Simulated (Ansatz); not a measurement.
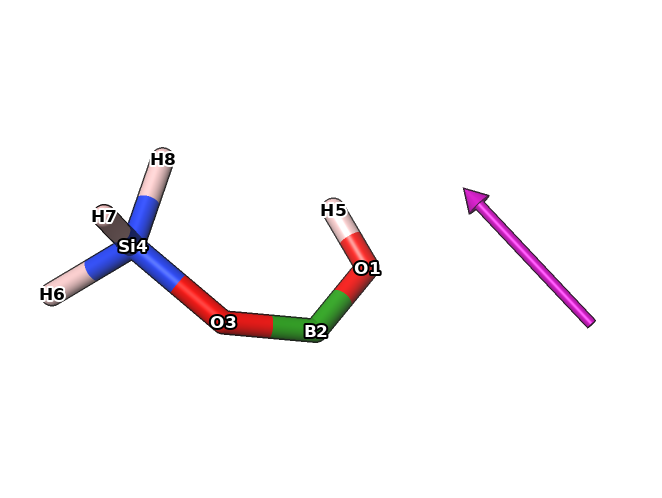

The arrow beside the molecule shows the direction of the dipole moment, from the negative to the positive end (its length means nothing). The species is neutral and a spin doublet. The computed structure is the end point of a PBE0-D4/def2-TZVP optimisation. No frequency run is at hand to confirm it as a minimum. Level of theory: UKS B3LYP-D4/def2-TZVPP (Ansatz 0.2.0).

**How large is the dipole moment?**

2.60 D; it points from the side of B2 to the side of H8 (the outermost atoms at the two ends).
